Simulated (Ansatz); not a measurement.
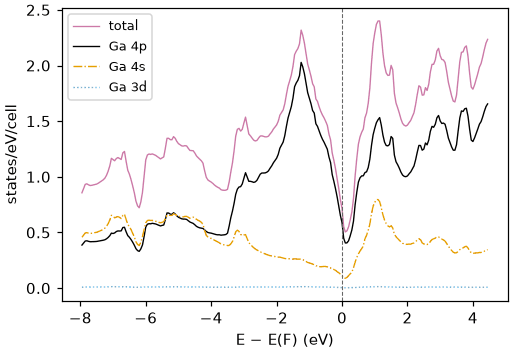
Figure. Total and projected density of states of Ga (α-Ga, space group No. 64), plane-wave PAW PBE (Ansatz code)

Question: Which orbitals carry the states next to the Fermi level?

Answer: Within 0.5 eV of the Fermi level: Ga 4p 81 %, Ga 4s 17 %. Projections are on Löwdin-orthogonalised atomic valence shells; empty p or d shells of many metals are not among them.

Question: Where is the tallest occupied peak in this window, and what makes it?

Answer: Near -1.2 eV, about 2.3 states/eV per cell; the largest projected share is Ga 4p.

Space group Cmce (α-Ga). The PBE relaxation kept the symmetry of its start. Spin–orbit coupling is left out wherever it is not named.

Potentials: the later of the program's two PAW sets.
